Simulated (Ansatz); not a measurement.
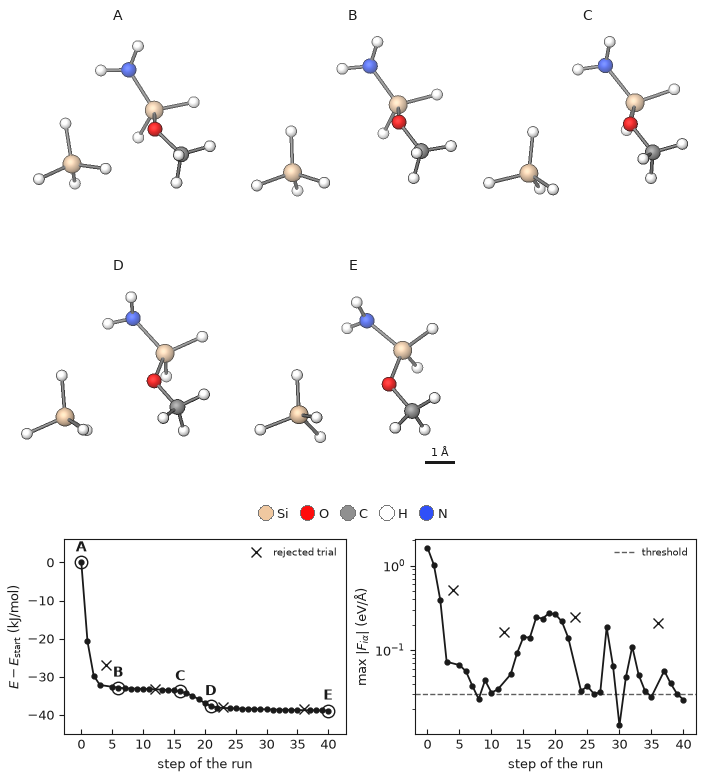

Frames of a relaxation of CH11NOSi2, marked on the history of the run. A ball-and-stick model, seen at a tilt.

The run prepares an end point of a later path (reaction) calculation, from a guessed geometry.

Computed with Ansatz, UHF/def2-SVP.

The input:
```yaml
crystal:
  periodic: [false, false, false]
  atoms:
    - { symbol: Si, position_ang: [-0.235125, 0.925721, -0.928579] }
    - { symbol: O, position_ang: [0.145933, -0.745866, -0.92808] }
    - { symbol: C, position_ang: [-0.656989, -1.777858, -1.397919] }
    - { symbol: H, position_ang: [-0.93491, 1.186402, -2.206932] }
    - { symbol: H, position_ang: [-1.125316, 1.227773, 0.207368] }
    - { symbol: "N", position_ang: [1.155097, 1.90526, -0.823512] }
    - { symbol: H, position_ang: [-0.123791, -1.012389, 1.323952] }
    - { symbol: Si, position_ang: [0.16522, -0.126575, 2.423966] }
    - { symbol: H, position_ang: [-1.108169, -1.542015, -2.367377] }
    - { symbol: H, position_ang: [-1.46489, -2.013991, -0.697495] }
    - { symbol: H, position_ang: [-0.046651, -2.672807, -1.51979] }
    - { symbol: H, position_ang: [1.793167, 1.989005, -1.590146] }
    - { symbol: H, position_ang: [1.598371, 2.078583, 0.054789] }
    - { symbol: H, position_ang: [0.780368, -0.870897, 3.552246] }
    - { symbol: H, position_ang: [1.123643, 0.914495, 1.979257] }
    - { symbol: H, position_ang: [-1.065758, 0.535258, 2.91815] }
magnetization:
  spin_polarized: true
basis:
  gaussian: { orbitals: def2-SVP }
hamiltonian:
  xc: hf
relax:
  f_tol: 0.03
  max_steps: 50
```

Run as
```bash
ansatz run input.yaml --threads 4 --pin off --max-ram 5120MiB --backend cpu --events-out ev --progress --plain --runs-dir out
```

Describe the path.

Answer. The energy falls by 38.9 kJ/mol in 36 accepted moves (40 points after the start). The largest force component goes from 1.6 to 0.026 eV/Å. The line search rejected the trial steps at points 4, 12, 23, 36 of the run. The forces were under the threshold at step 8, but the run went on from there. The largest move after the best rigid fit is that of H5, 1.76 Å. By element the largest moves are H 1.76 Å, Si 0.74 Å, O 0.62 Å, C 0.57 Å, N 0.41 Å. Near-neighbour distances that change, for instance: Si1–O2 1.714 → 1.658 Å, H7–Si8 1.442 → 1.480 Å, Si1–H5 1.474 → 1.481 Å. Bond angles that change, for instance: H7–Si8–H14 110.8° → 108.6°. The run took of the order of 8 core-minutes on a shared host. From step 0 to 6: H7 moves most (0.78 Å), energy −32.9 kJ/mol. From step 6 to 16: H7 moves most (0.52 Å), energy −0.96 kJ/mol. From step 16 to 21: H16 moves most (0.80 Å), energy −3.88 kJ/mol. From step 21 to 40: H5 moves most (0.64 Å), energy −1.16 kJ/mol.

| step | E − E(0), kJ/mol | largest force component, eV/Å | note |
| --- | --- | --- | --- |
| 0 | 0.00 | 1.6318 |  |
| 1 | -20.73 | 1.0239 |  |
| 2 | -29.66 | 0.3933 |  |
| 3 | -32.14 | 0.0727 |  |
| 4 | -27.00 | 0.5090 | rejected |
| 5 | -32.63 | 0.0664 |  |
| 6 | -32.87 | 0.0564 |  |
| 7 | -33.01 | 0.0380 |  |
| 8 | -33.09 | 0.0263 |  |
| 9 | -33.12 | 0.0438 |  |
| 10 | -33.16 | 0.0313 |  |
| 12 | -33.17 | 0.1625 | rejected |
| 13 | -33.36 | 0.0515 |  |
| 15 | -33.58 | 0.1428 |  |
| 16 | -33.83 | 0.1405 |  |
| 18 | -34.94 | 0.2364 |  |
| 19 | -35.93 | 0.2738 |  |
| 21 | -37.71 | 0.2181 |  |
| 23 | -37.98 | 0.2467 | rejected |
| 24 | -38.24 | 0.0329 |  |
| 26 | -38.37 | 0.0304 |  |
| 27 | -38.40 | 0.0315 |  |
| 29 | -38.51 | 0.0645 |  |
| 31 | -38.61 | 0.0474 |  |
| 32 | -38.62 | 0.1100 |  |
| 34 | -38.70 | 0.0328 |  |
| 35 | -38.73 | 0.0280 |  |
| 37 | -38.78 | 0.0569 |  |
| 38 | -38.80 | 0.0403 |  |
| 40 | -38.88 | 0.0258 |  |

Limits of the set-up: the start holds two separate molecules, 2.3 Å apart at their closest, whose relative position is a soft coordinate and is computed without a dispersion correction; Hartree-Fock leaves out electron correlation.
